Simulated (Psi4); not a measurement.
# HfN4H8 (SMILES N[Hf](N)(N)N) at MP3/def2-SVP (core potential)

Aim: the vertical ionisation energy of HfN4H8 at MP3/def2-SVP (core potential), from 2 runs. 

Program for the calculation: Psi4 1.11.

## (1) The molecule

HfN4H8 has 13 atoms, charge 0, and is taken as a singlet. As SMILES, `N[Hf](N)(N)N`. The coordinates come from a PBE0-D4/def2-TZVP relaxation. This is one conformer, not always the lowest.

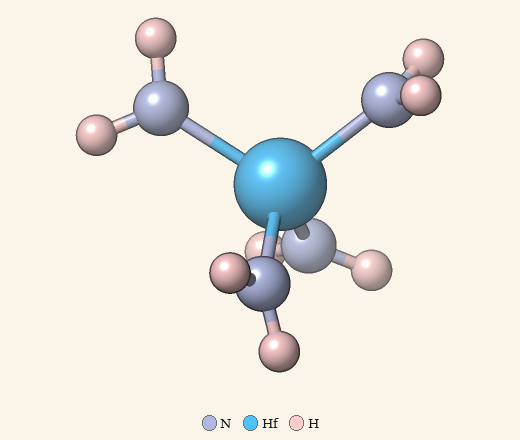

The structure, seen from a chosen angle (nitrogen light blue, hafnium blue, hydrogen pink).

## (2) The energy at MP3/def2-SVP (core potential)

Input file input.dat:

```
memory 2.2 GB

molecule system {
  N     -3.57590985     1.02018755    -1.07204163
  Hf     0.00032125    -0.00035905     0.00034015
  N     -0.17542328    -3.45432487     1.73860473
  N      2.30206437    -0.19832676    -3.10502789
  N      1.44923096     2.63437270     2.43750104
  H     -4.40699250     2.72037414    -0.82994882
  H     -4.85997875    -0.18199952    -1.81695277
  H     -1.54778018    -3.97547354     2.96099297
  H      0.96820118    -4.95163047     1.43842173
  H      1.76362470    -0.21871690    -4.93513316
  H      4.21047988    -0.15401268    -3.03482457
  H      1.66836361     2.45702191     4.32441147
  H      2.20374191     4.30288749     1.89367565
  units au
  symmetry c1
  no_reorient
  no_com
}

set {
  basis           def2-SVP
  puream          true
  e_convergence   1e-09
  d_convergence   1e-08
  scf_type        pk
  num_frozen_docc 4
  mp_type         conv
}

e = energy('mp3')
```

The run is started by

```bash
$ psi4 -i input.dat -o output.dat -n 1
```

output.dat:

```text
[...]
    !!!  WARNING: ECP capability is in beta. Please check occupations closely.  !!!
[...]
  Running in c1 symmetry.
[...]
  Nuclear repulsion =  208.064739195197006
[...]
  Multiplicity = 1
[...]
  Nalpha       = 24
  Nbeta        = 24
[...]
    Number of basis functions: 128
[...]
   @RHF iter   1:  -269.49814854145086   -1.40363e+00   7.22163e-03 ADIIS/DIIS
[...]
   @RHF iter  11:  -269.91100730343481   -2.17142e-11   8.10227e-09 DIIS
[...]
    Orbital Energies [Eh]
    ---------------------
    Doubly Occupied:
       1A    -15.505410     2A    -15.505379     3A    -15.505350
       4A    -15.505336     5A     -2.877864     6A     -1.560191
       7A     -1.559660     8A     -1.559653     9A     -1.069495
      10A     -1.054079    11A     -1.054071    12A     -1.053625
      13A     -0.618969    14A     -0.616041    15A     -0.612448
      16A     -0.612434    17A     -0.535988    18A     -0.504232
      19A     -0.503631    20A     -0.503604    21A     -0.396464
      22A     -0.379620    23A     -0.367999    24A     -0.367945
[...]
  @RHF Final Energy:  -269.91100730343481
   => Energetics <=
    Nuclear Repulsion Energy =            208.0647391951970064
    One-Electron Energy =                -796.2925132501088683
    Two-Electron Energy =                 318.3167667514770187
    Total Energy =                       -269.9110073034348147
[...]
 Multipole Moments:
 ------------------------------------------------------------------------------------
     Multipole            Electronic (a.u.)      Nuclear  (a.u.)        Total (a.u.)
 ------------------------------------------------------------------------------------
 L = 1.  Multiply by 2.5417464519 to convert [e a0] to [Debye]
 Dipole X            :         -0.0026102            0.0032503            0.0006401
 Dipole Y            :         -0.0103445            0.0075022           -0.0028424
 Dipole Z            :          0.0036476           -0.0020220            0.0016257
 Magnitude           :                                                    0.0033364
[...]
	SCS-MP2 Total Energy (a.u.)        :  -270.80975255675628
	SOS-MP2 Total Energy (a.u.)        :  -270.79630611769812
[...]
	SOS-PI-MP2 Total Energy (a.u.)     :  -270.86440602648764
[...]
	MP2 Total Energy (a.u.)            :  -270.83664543487237
[...]
	SCS-MP3 Total Energy (a.u.)        :  -270.81518951371129
[...]
	MP3 Total Energy (a.u.)            :  -270.85839326269229
[...]
```

It took 24 s on 1 thread of Intel Xeon 6975P-C (Granite Rapids), shared host; peak memory 2 GiB.

## (3) The doublet cation at the same level

Input file h8hfn4.json:

```json
{
  "schema_name": "qcschema_input",
  "schema_version": 1,
  "molecule": {
    "schema_name": "qcschema_molecule",
    "schema_version": 2,
    "symbols": ["N", "Hf", "N", "N", "N", "H", "H", "H", "H", "H", "H", "H", "H"],
    "geometry": [-3.57590985, 1.02018755, -1.07204163, 0.00032125, -0.00035905, 0.00034015, -0.17542328, -3.45432487, 1.73860473, 2.30206437, -0.19832676, -3.10502789, 1.44923096, 2.6343727, 2.43750104, -4.4069925, 2.72037414, -0.82994882, -4.85997875, -0.18199952, -1.81695277, -1.54778018, -3.97547354, 2.96099297, 0.96820118, -4.95163047, 1.43842173, 1.7636247, -0.2187169, -4.93513316, 4.21047988, -0.15401268, -3.03482457, 1.66836361, 2.45702191, 4.32441147, 2.20374191, 4.30288749, 1.89367565],
    "molecular_charge": 1,
    "molecular_multiplicity": 2,
    "fix_symmetry": "c1"
  },
  "driver": "energy",
  "model": {
    "method": "mp3",
    "basis": "def2-SVP"
  },
  "keywords": {
    "reference": "uhf",
    "puream": true,
    "e_convergence": 1e-09,
    "d_convergence": 1e-08,
    "scf_type": "pk",
    "num_frozen_docc": 4,
    "maxiter": 100,
    "mp_type": "conv"
  }
}
```

The run is started by

```bash
$ psi4 --qcschema h8hfn4.json -n 1 --memory 2200MB
```

stdout:

```text
[...]
    !!!  WARNING: ECP capability is in beta. Please check occupations closely.  !!!
[...]
  Running in c1 symmetry.
[...]
  Nuclear repulsion =  208.064739195197006
[...]
  Multiplicity = 2
[...]
  Nalpha       = 24
  Nbeta        = 23
[...]
    Number of basis functions: 128
[...]
   @UHF iter   1:  -269.27360289395057   -1.17464e+00   6.23410e-03 ADIIS/DIIS
[...]
   @UHF iter  20:  -269.62772165255473   -6.13909e-12   6.64433e-09 DIIS
[...]
   @S^2 Observed:                7.582078233E-01
[...]
    Orbital Energies [Eh]
    ---------------------
    Alpha Occupied:
       1A    -15.896390     2A    -15.674921     3A    -15.672334
       4A    -15.671595     5A     -3.081740     6A     -1.776594
       7A     -1.761725     8A     -1.759247     9A     -1.459664
      10A     -1.228231    11A     -1.217079    12A     -1.215103
      13A     -0.972975    14A     -0.877517    15A     -0.841652
      16A     -0.778581    17A     -0.775852    18A     -0.771564
      19A     -0.694436    20A     -0.672745    21A     -0.670802
      22A     -0.554027    23A     -0.539985    24A     -0.528282
    Alpha Virtual:
      25A     -0.091445    26A     -0.053539    27A     -0.048331
[...]
  @UHF Final Energy:  -269.62772165255473
   => Energetics <=
    Nuclear Repulsion Energy =            208.0647391951970064
    One-Electron Energy =                -786.2705108934781038
    Two-Electron Energy =                 308.5780500457263429
    Total Energy =                       -269.6277216525547260
  UHF NO Occupations:
  HONO-2 :   22  A 1.9992238
  HONO-1 :   23  A 1.9975239
  HONO-0 :   24  A 1.0000000
  LUNO+0 :   25  A 0.0024761
  LUNO+1 :   26  A 0.0007762
[...]
 Multipole Moments:
 ------------------------------------------------------------------------------------
     Multipole            Electronic (a.u.)      Nuclear  (a.u.)        Total (a.u.)
 ------------------------------------------------------------------------------------
 L = 1.  Multiply by 2.5417464519 to convert [e a0] to [Debye]
 Dipole X            :         -2.3759822           -0.0079492           -2.3839315
 Dipole Y            :          0.6420139            0.0152612            0.6572750
 Dipole Z            :         -0.6980900           -0.0115347           -0.7096247
 Magnitude           :                                                    2.5726848
[...]
	SCS-MP2 Total Energy (a.u.)        :  -270.48669237929835
	SOS-MP2 Total Energy (a.u.)        :  -270.47446382023196
[...]
	SOS-PI-MP2 Total Energy (a.u.)     :  -270.53959783313019
[...]
	MP2 Total Energy (a.u.)            :  -270.51114949743123
[...]
	SCS-MP3 Total Energy (a.u.)        :  -270.49329083705851
[...]
	MP3 Total Energy (a.u.)            :  -270.53754332847183
[...]
```

The result, in JSON:

```text
{
 "driver": "energy",
 "model": {
  "method": "mp3",
  "basis": "def2-SVP"
 },
 "success": true,
 "return_result": -270.5375433284718,
 "properties": {
  "calcinfo_nbasis": 128,
  "calcinfo_nmo": 128,
  "calcinfo_nalpha": 24,
  "calcinfo_nbeta": 23,
  "calcinfo_natom": 13,
  "nuclear_repulsion_energy": 208.064739195197,
  "return_energy": -270.5375433284718,
  "scf_one_electron_energy": -786.2705108934781,
  "scf_two_electron_energy": 308.57805004572634,
  "scf_dipole_moment": [-2.383931478076966, 0.657275011285126, -0.7096247451869961],
  "scf_total_energy": -269.6277216525547,
  "scf_iterations": 20,
  "mp2_same_spin_correlation_energy": -0.23208771589403715,
  "mp2_opposite_spin_correlation_energy": -0.6513401289824747,
  "mp2_singles_energy": 0.0,
  "mp2_doubles_energy": -0.8834278448765119,
  "mp2_correlation_energy": -0.8834278448765076,
  "mp2_total_energy": -270.51114949743123
 }
}
```

It took 54 s on 1 thread of Intel Xeon 6975P-C (Granite Rapids), shared host; peak memory 2.1 GiB.

## (4) Outcome

Level: MP3/def2-SVP (core potential), 4 core orbitals frozen.

| quantity | value |
| --- | --- |
| singlet HfN4H8: total energy | -270.85839 Eh |
| singlet HfN4H8: HOMO energy (Hartree–Fock orbitals) | -10.01 eV |
| singlet HfN4H8: LUMO energy (Hartree–Fock orbitals) | 2.59 eV |
| singlet HfN4H8: HOMO–LUMO gap (Hartree–Fock orbitals) | 12.61 eV |
| singlet HfN4H8: correlation energy (4 core orbitals frozen) | -947.4 mEh |
| doublet cation: total energy | -270.53754 Eh |
| doublet cation: HOMO energy (Hartree–Fock orbitals) (highest over α and β) | -14.34 eV |
| doublet cation: LUMO energy (Hartree–Fock orbitals) (lowest over α and β) | -5.92 eV |
| doublet cation: correlation energy (4 core orbitals frozen) | -909.8 mEh |
| doublet cation: ⟨S²⟩ of the reference determinant | 0.758 |
| vertical ionisation energy (to the doublet cation) | 8.731 eV |

The vertical ionisation energy comes to 8.73 eV (842 kJ/mol).
